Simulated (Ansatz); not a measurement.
**C2H3F3 (1,1,1-trifluoroethane): BHLYP/cc-pVDZ**

Aim: the vertical singlet–triplet gap of C2H3F3 (1,1,1-trifluoroethane) at BHLYP/cc-pVDZ, from 2 runs. 

The calculation is run with Ansatz 0.2.0.

53 further runs of the same task are left out: 1 that didn't finish, 52 set aside as unsound or not needed.

## 1. The molecule

C2H3F3 has 8 atoms, charge 0, and is taken as a singlet. As SMILES, `CC(F)(F)F`. Geometry: relaxed at PBE0-D4/def2-TZVP.

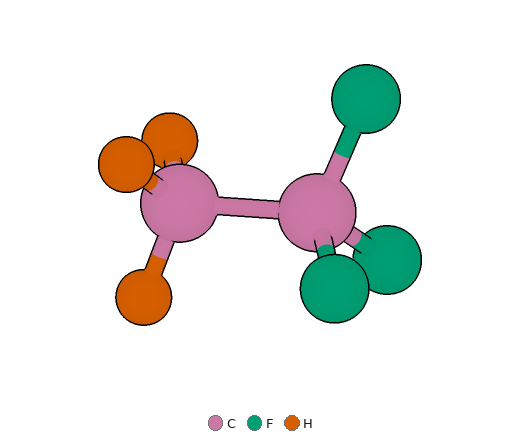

The structure, seen from a chosen angle (carbon pink, fluorine teal, hydrogen orange).

## 2. A single-point energy at BHLYP/cc-pVDZ

File run.yaml:

```yaml
basis:
  gaussian:
    orbitals: cc-pVDZ
crystal:
  periodic: [false, false, false]
  atoms:
    - {symbol: C, position_ang: [-0.615400, -0.141500, 0.471500]}
    - {symbol: C, position_ang: [0.557600, 0.109900, -0.423700]}
    - {symbol: F, position_ang: [1.692800, -0.382000, 0.093900]}
    - {symbol: F, position_ang: [0.395200, -0.458200, -1.627700]}
    - {symbol: F, position_ang: [0.754200, 1.420300, -0.629900]}
    - {symbol: H, position_ang: [-0.441600, 0.335800, 1.434900]}
    - {symbol: H, position_ang: [-0.738000, -1.214600, 0.611200]}
    - {symbol: H, position_ang: [-1.512600, 0.273100, 0.014000]}
total_charge: 0
magnetization:
  spin_polarized: false
  initial_magnetization: 0
hamiltonian:
  xc: {name: BHLYP}
accuracy: high
output: {orbitals: {seedname: orbitals}}
```

Launch:

```console
$ ansatz run run.yaml --threads 1 --pin off --max-ram 3480MiB --events-out events.jsonl --progress --plain --runs-dir runs
```

Log:

```text
Warning: RAYON_NUM_THREADS=1 ignored (pool sized by the plan → 1); use --threads N
Functional definition: BHLYP
  name "BHLYP"
  parameter a = 0.5
  exchange = (1 - a)*b88_x + a*exact_x
  correlation = lyp_c
1960 factors; integrals over basis functions are off by at most 3.2e-9 eV
mean field evaluation 1: about -10266.2542 eV, gradient 4.5e1 eV
mean field evaluation 2: about -10267.1332 eV, gradient 4.1e1 eV
mean field evaluation 4: about -10269.7972 eV, gradient 1.1e0 eV
mean field evaluation 8: about -10270.2708 eV, gradient 1.4e-1 eV
mean field evaluation 16: about -10270.2709 eV, gradient 2.3e-5 eV
mean field -10270.27092002 eV, -377.4254948709 hartree, gradient 7.4e-8 eV, S^2 0.000000; 0 other end points of the search recorded, 0 dependent functions left out
reference -10270.27093984 eV, -377.4254955995 hartree; 21, 21 occupied and 64, 64 virtual orbitals, 1960 factors
Total energy: -10270.27093984 eV, -377.4254955995 hartree
```

Run time: 8.4 s. Hardware: 1 thread of Arm Neoverse V1, shared host; peak memory 0.27 GiB.

## 3. The triplet

File molecule.yaml:

```yaml
crystal:
  periodic: [false, false, false]
  atoms:
    - symbol: C
      position_ang: [-0.615400, -0.141500, 0.471500]
    - symbol: C
      position_ang: [0.557600, 0.109900, -0.423700]
    - symbol: F
      position_ang: [1.692800, -0.382000, 0.093900]
    - symbol: F
      position_ang: [0.395200, -0.458200, -1.627700]
    - symbol: F
      position_ang: [0.754200, 1.420300, -0.629900]
    - symbol: H
      position_ang: [-0.441600, 0.335800, 1.434900]
    - symbol: H
      position_ang: [-0.738000, -1.214600, 0.611200]
    - symbol: H
      position_ang: [-1.512600, 0.273100, 0.014000]
basis:
  gaussian:
    orbitals: cc-pVDZ
magnetization:
  spin_polarized: true
  initial_magnetization: 2
hamiltonian:
  xc: {name: BHLYP}
accuracy: high
output:
  orbitals: {seedname: orbitals}
```

Launch:

```console
$ ansatz run molecule.yaml --threads 1 --pin off --max-ram 3480MiB --events-out events.jsonl --progress --plain --runs-dir runs
```

Log:

```text
Warning: RAYON_NUM_THREADS=1 ignored (pool sized by the plan → 1); use --threads N
[... 5 set-up lines as earlier in the session ...]
1960 factors; integrals over basis functions are off by at most 3.3e-9 eV
mean field evaluation 1: about -10254.1624 eV, gradient 3.0e1 eV
mean field evaluation 2: about -10255.3940 eV, gradient 2.6e1 eV
mean field evaluation 4: about -10258.1380 eV, gradient 1.7e0 eV
mean field evaluation 8: about -10258.2873 eV, gradient 2.8e-1 eV
mean field evaluation 16: about -10258.2894 eV, gradient 2.5e-3 eV
mean field evaluation 32: about -10258.5716 eV, gradient 7.5e-3 eV
mean field -10258.57156016 eV, -376.9955513262 hartree, gradient 3.8e-8 eV, S^2 2.005569; 6 other end points of the search recorded, 0 dependent functions left out
reference -10258.57158259 eV, -376.9955521506 hartree; 22, 20 occupied and 63, 65 virtual orbitals, 1960 factors
Total energy: -10258.57158259 eV, -376.9955521506 hartree
```

Run time: 29 s. Hardware: 1 thread of Arm Neoverse V1, shared host; peak memory 0.39 GiB.

## 4. Summary of results

At BHLYP/cc-pVDZ:

```
                                        quantity          value
                           singlet: total energy  -377.42550 Eh
                            singlet: HOMO energy      -12.43 eV
                            singlet: LUMO energy        2.84 eV
                          singlet: HOMO–LUMO gap       15.27 eV
                           triplet: total energy  -376.99555 Eh
     triplet: HOMO energy (highest over α and β)       -1.75 eV
                                   triplet: ⟨S²⟩          2.006
vertical energy of the triplet above the singlet      11.699 eV
```

At this shape the triplet lies 11.70 eV (1129 kJ/mol) above the singlet.
